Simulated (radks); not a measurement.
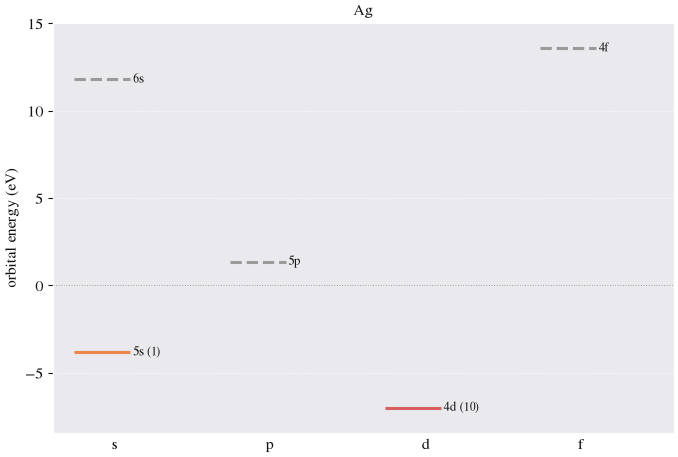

*The outer levels are drawn by angular momentum (occupations in brackets, empty levels dashed).*

The highest occupied level is 5s at −3.82 eV. From the top down the occupied levels run 5s (−3.82 eV), 4d (−6.99 eV).

# Atomic calculation, with input and output: Ag

The neutral silver atom in the configuration [Kr] 4d10 5s1. It sits in a hard spherical wall of radius 6 bohr. Computed at this level: scalar-relativistic Kohn-Sham, LDA (Slater exchange, Perdew-Wang correlation), spin-unpolarised, spherical densities, point nucleus (the in-house radial solver radks).

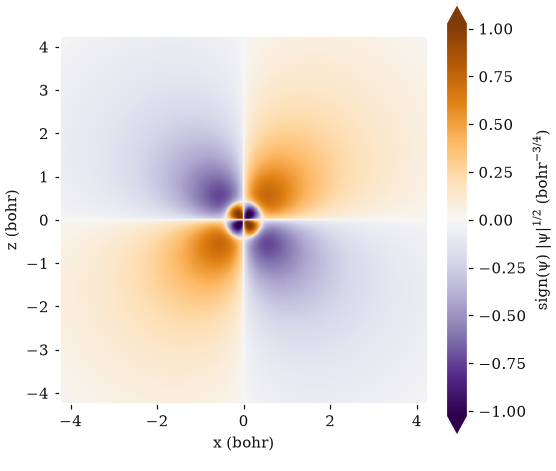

*One occupied orbital is shown. In the xz plane through the nucleus, the colour gives the signed square root of ψ. The radial function comes from the spherical calculation and is multiplied by a real spherical harmonic; the overall sign is chosen so that the largest lobe of P(r) is positive; at the scalar-relativistic level it is the large component.*

It is 4d(xz). It has the nodal planes xy and yz and 1 radial node, at r = 0.431 bohr. The outermost maximum of P² lies at 1.04 bohr, ⟨r⟩ = 1.42 bohr, 90 % of the charge lies within 2.32 bohr, and the eigenvalue is −6.99 eV, with 10 electrons in the shell.

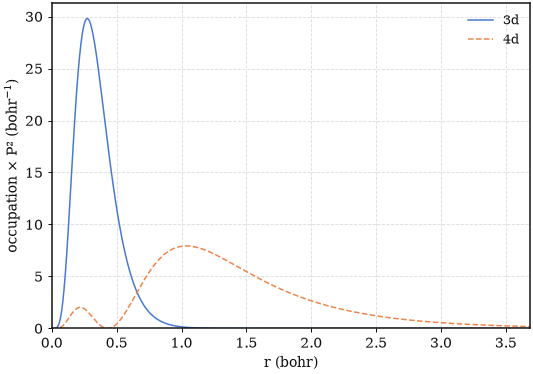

*The radial probability densities P² of 4d and 3d, each times its occupation.*

3d: outer maximum at 0.273 bohr, ⟨r⟩ = 0.346 bohr, 0 nodes, eigenvalue −358.2 eV; 4d: outer maximum at 1.04 bohr, ⟨r⟩ = 1.42 bohr, 1 node, eigenvalue −6.99 eV.

These pictures come from the run below.

### The input
```
Z 47
configuration [Kr] 4d10 5s1 5p0 6s0 4f0
relativity scalar-relativistic
functional lda,pw
spin unpolarised
nucleus point
wall 6 bohr
c 137.035999084
```

Energies in input and log are in hartree, lengths in bohr.

The run was one of a batch that the task file lists, launched with:
```bash
python <driver script> task.json out
```

### Log
```
1s      1   2.0000        -929.69398079
2s      1   2.0000        -136.89579069
2p      1   6.0000        -122.87018693
3s      1   2.0000         -25.05780216
3p      1   6.0000         -20.45098651
3d      1  10.0000         -13.16295994
4s      1   2.0000          -3.46812306
4p      1   6.0000          -2.13018616
4d      1  10.0000          -0.25697935
5s      1   1.0000          -0.14035452
5p      1   0.0000           0.05025647
6s      1   0.0000           0.43350722
4f      1   0.0000           0.49880013
Etot -5311.113693158831
Ekin 5516.3688627090705
Encl -12844.141344033014
Eh 2160.8170993804483
Exc -144.1583112153356
err 7.291810604946569e-09
it 15
```

### Results in brief

- outcome: converged
- total energy: −5311.1137 hartree
- kinetic energy: 5516.3689 hartree
- electron–nucleus energy: −12844.1413 hartree
- Hartree energy: 2160.8171 hartree
- exchange–correlation energy: −144.158311 hartree
- radius at density 0.001 e/bohr³: 4.18 bohr
- pressure on the wall: 1.61 GPa
- SCF iterations: 15
- hardware: 1 CPU thread, shared host
